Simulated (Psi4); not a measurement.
# B3LYP/def2-TZVPPD (density fitting, core potential, sweep point 5) run of SnH4S (Sn(SH)H3)

Aim: the vertical singlet–triplet gap of SnH4S (Sn(SH)H3) at B3LYP/def2-TZVPPD (density fitting, core potential, sweep point 5), from 2 runs. Input form: a Python script.

The results are computed with Psi4 1.11.

## Step 1: The molecule

SnH4S: 6 atoms, total charge 0, spin state singlet. As SMILES, `[H][Sn]([H])([H])[SH]`. Geometry: a GFN2-xTB relaxation, a rough one for these elements and not checked as a minimum.

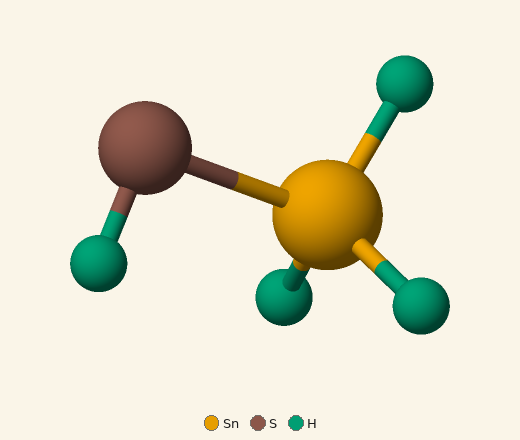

The structure, seen from a chosen angle (tin amber, sulfur brown, hydrogen teal).

## Step 2: A single-point energy at B3LYP/def2-TZVPPD (density fitting, core potential, sweep point 5)

Input file calc.py:

```python
import psi4

psi4.set_memory(1600000000)
psi4.set_num_threads(1)
psi4.set_output_file('output.dat', False)

molecule = psi4.geometry("""
Sn     0.200320    -0.012540    -0.547580
S      0.253630     0.008640     1.840730
H     -1.059420     0.065470     1.998090
H      1.781600    -0.013620    -1.062170
H     -0.593590     1.340570    -1.129870
H     -0.582540    -1.388520    -1.099190
symmetry c1
""")

psi4.set_options(dict(puream=True, scf_type='df', dft_radial_points=99, dft_spherical_points=590))

energy_value = psi4.energy("b3lyp/def2-TZVPPD")
print(f'total energy {energy_value:.8f} hartree = {energy_value * 27.211386:.5f} eV')
for k, v in sorted(psi4.core.scalar_variables().items()):
    print(f'{k:45s} {v:18.10f}')
```

Command:

```
$ python calc.py
```

output.dat:

```text
[...]
    !!!  WARNING: ECP capability is in beta. Please check occupations closely.  !!!
[...]
  Running in c1 symmetry.
[...]
  Nuclear repulsion =  117.999332221613912
[...]
  Multiplicity = 1
[...]
  Nalpha       = 21
  Nbeta        = 21
[...]
    Number of basis functions: 175
[...]
   @DF-RKS iter   1:  -614.67424664977887   -8.27108e-01   4.76354e-03 ADIIS/DIIS
[...]
   @DF-RKS iter   8:  -615.00597484072091   -5.11966e-08   6.92529e-07 DIIS
[...]
    Orbital Energies [Eh]
    ---------------------
    Doubly Occupied:
       1A    -88.851868     2A     -7.930375     3A     -5.892603
       4A     -5.890256     5A     -5.885286     6A     -5.111901
       7A     -3.453984     8A     -3.451508     9A     -3.451046
      10A     -1.039259    11A     -1.037996    12A     -1.037450
      13A     -1.032443    14A     -1.032341    15A     -0.724422
      16A     -0.529157    17A     -0.410427    18A     -0.345957
      19A     -0.341649    20A     -0.316330    21A     -0.260498
[...]
  @DF-RKS Final Energy:  -615.00597484072091
   => Energetics <=
    Nuclear Repulsion Energy =            117.9993322216139120
    One-Electron Energy =               -1164.0054985594119898
    Two-Electron Energy =                 467.6336705692310716
    DFT Exchange-Correlation Energy =     -36.6334790721540742
    Empirical Dispersion Energy =           0.0000000000000000
    VV10 Nonlocal Energy =                  0.0000000000000000
    Total Energy =                       -615.0059748407210236
[...]
 Multipole Moments:
 ------------------------------------------------------------------------------------
     Multipole            Electronic (a.u.)      Nuclear  (a.u.)        Total (a.u.)
 ------------------------------------------------------------------------------------
 L = 1.  Multiply by 2.5417464519 to convert [e a0] to [Debye]
 Dipole X            :          0.7315766           -0.9838594           -0.2522828
 Dipole Y            :         -0.3587660            0.3700794            0.0113134
 Dipole Z            :        -35.0397833           34.5741489           -0.4656344
 Magnitude           :                                                    0.5297074
[...]
```

Standard output:

```text
total energy -615.00597484 hartree = -16735.16497 eV
CURRENT ENERGY                                   -615.0059748407
CURRENT REFERENCE ENERGY                         -615.0059748407
DD SOLVATION ENERGY                                 0.0000000000
DFT FUNCTIONAL TOTAL ENERGY                      -615.0059748407
DFT TOTAL ENERGY                                 -615.0059748407
DFT VV10 ENERGY                                     0.0000000000
DFT XC ENERGY                                     -36.6334790722
GRID ELECTRONS ALPHA                               20.9999997007
GRID ELECTRONS BETA                                20.9999997007
GRID ELECTRONS TOTAL                               41.9999994014
NUCLEAR REPULSION ENERGY                          117.9993322216
ONE-ELECTRON ENERGY                             -1164.0054985594
PCM POLARIZATION ENERGY                             0.0000000000
PE ENERGY                                           0.0000000000
SCF ITERATION ENERGY                             -615.0059748407
SCF ITERATIONS                                      8.0000000000
SCF TOTAL ENERGY                                 -615.0059748407
TWO-ELECTRON ENERGY                               467.6336705692
XC GRID RADIAL POINTS                              99.0000000000
XC GRID SPHERICAL POINTS                          590.0000000000
XC GRID TOTAL POINTS                           337087.0000000000
```

It took 45 s on 1 thread of Intel Xeon Platinum 8259CL at 2.50GHz (Skylake/Cascade Lake), shared host; peak memory 1 GiB.

## Step 3: The triplet, same level

Input file h4ssn.py:

```python
import psi4

psi4.set_memory('1600 MB')
psi4.set_num_threads(1)
psi4.set_output_file('output.dat', False)

mol = psi4.geometry("""
0 3
Sn     0.200320    -0.012540    -0.547580
S      0.253630     0.008640     1.840730
H     -1.059420     0.065470     1.998090
H      1.781600    -0.013620    -1.062170
H     -0.593590     1.340570    -1.129870
H     -0.582540    -1.388520    -1.099190
symmetry c1
""")

psi4.set_options({
    'basis': 'def2-TZVPPD',
    'reference': 'uks',
    'puream': True,
    'scf_type': 'df',
    'dft_radial_points': 99,
    'dft_spherical_points': 590,
    'maxiter': 150,
})

e = psi4.energy("b3lyp")
print(f'total energy {e:.8f} hartree = {e * 27.211386:.5f} eV')
```

Command:

```
$ python h4ssn.py
```

output.dat:

```text
[...]
    !!!  WARNING: ECP capability is in beta. Please check occupations closely.  !!!
[...]
  Running in c1 symmetry.
[...]
  Nuclear repulsion =  117.999332221613912
[...]
  Multiplicity = 3
[...]
  Nalpha       = 22
  Nbeta        = 20
[...]
    Number of basis functions: 175
[...]
   @DF-UKS iter   1:  -614.40119446694325   -5.54056e-01   5.10770e-03 ADIIS/DIIS
[...]
   @DF-UKS iter  12:  -614.82552961223166   -8.02854e-07   8.51992e-07 DIIS
[...]
   @S^2 Observed:                2.005807726E+00
[...]
    Orbital Energies [Eh]
    ---------------------
    Alpha Occupied:
       1A    -88.938985     2A     -8.016706     3A     -5.984075
       4A     -5.975178     5A     -5.971660     6A     -5.093644
       7A     -3.436311     8A     -3.433101     9A     -3.431576
      10A     -1.023369    11A     -1.021559    12A     -1.019550
      13A     -1.014709    14A     -1.014250    15A     -0.808477
      16A     -0.537467    17A     -0.469723    18A     -0.385311
      19A     -0.370117    20A     -0.335383    21A     -0.333852
      22A     -0.099112
    Alpha Virtual:
      23A     -0.041241    24A     -0.001383    25A      0.006592
[...]
  @DF-UKS Final Energy:  -614.82552961223166
   => Energetics <=
    Nuclear Repulsion Energy =            117.9993322216139120
    One-Electron Energy =               -1162.9585832934019436
    Two-Electron Energy =                 466.7273405408971598
    DFT Exchange-Correlation Energy =     -36.5936190813408118
    Empirical Dispersion Energy =           0.0000000000000000
    VV10 Nonlocal Energy =                  0.0000000000000000
    Total Energy =                       -614.8255296122316622
[...]
 Multipole Moments:
 ------------------------------------------------------------------------------------
     Multipole            Electronic (a.u.)      Nuclear  (a.u.)        Total (a.u.)
 ------------------------------------------------------------------------------------
 L = 1.  Multiply by 2.5417464519 to convert [e a0] to [Debye]
 Dipole X            :          0.8168114           -0.9838594           -0.1670480
 Dipole Y            :         -0.3614389            0.3700794            0.0086405
 Dipole Z            :        -33.9828768           34.5741489            0.5912721
 Magnitude           :                                                    0.6144773
[...]
```

Standard output:

```text
total energy -614.82552961 hartree = -16730.25481 eV
```

Run time: 70 s. Hardware: 1 thread of Intel Xeon Platinum 8259CL at 2.50GHz (Skylake/Cascade Lake), shared host; peak memory 1 GiB.

## Step 4: What came out

At B3LYP/def2-TZVPPD (density fitting, core potential, sweep point 5):

```
                                        quantity          value
                           singlet: total energy  -615.00597 Eh
                          singlet: dipole moment         1.35 D
                            singlet: HOMO energy       -7.09 eV
                            singlet: LUMO energy       -0.97 eV
                          singlet: HOMO–LUMO gap        6.12 eV
                           triplet: total energy  -614.82553 Eh
                          triplet: dipole moment         1.56 D
     triplet: HOMO energy (highest over α and β)       -2.70 eV
                                   triplet: ⟨S²⟩          2.006
vertical energy of the triplet above the singlet       4.910 eV
```

**Reading.** At this shape the triplet lies 4.91 eV (113 kcal/mol) above the singlet.
